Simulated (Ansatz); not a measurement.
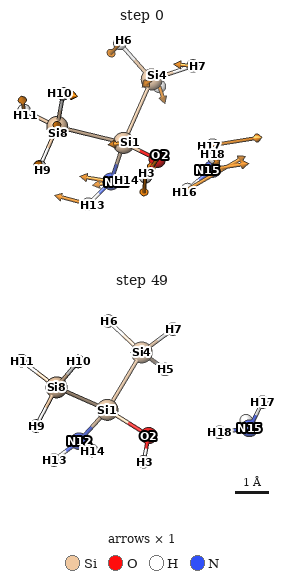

The structure of Si₃N₂H₁₂O before (top) and after (bottom) a relaxation, at one scale. The orange arrows give the displacements, at their true length.

The picture is a ball-and-stick view, seen at a tilt.

The run prepares an end point of a later path (reaction) calculation, from a guessed geometry.

Computed with RHF/def2-SVP (Ansatz 0.2.0). (no spin polarisation; force threshold 0.03 eV/Å; at most 50 steps)

### Describe what moved and what it gained.

The relaxation stopped without meeting its thresholds, so the last structure isn't shown to be converged. It used up its limit of 50 steps. The atom that moves furthest after the best rigid fit is H17 (2.25 Å). Largest moves by element: H 2.25 Å, N 1.25 Å, O 0.78 Å, Si 0.54 Å. Among the contacts that change: N15–H18 1.022 → 1.006 Å, Si1–Si8 2.382 → 2.372 Å, N15–H16 0.999 → 1.006 Å, Si1–N12 1.728 → 1.723 Å. Bond angles that change, for instance: H16–N15–H17 113.0° → 106.8°, O2–Si1–Si4 109.8° → 103.7°, Si4–Si1–Si8 110.0° → 114.6°. Groups turn about Si1–Si4 by about 45°, Si1–O2 by about 25°. Over 46 accepted moves (49 points after the start) the energy falls by 36.2 kJ/mol. The largest force component goes from 0.94 to 0.03 eV/Å. The line search rejected the trial steps at points 9, 27, 29 of the run. The forces were under the threshold at step 30, but the run went on from there.

Limits of the set-up: the start holds two separate molecules, 2.2 Å apart at their closest, whose relative position is a soft coordinate and is computed without a dispersion correction; Hartree-Fock leaves out electron correlation.
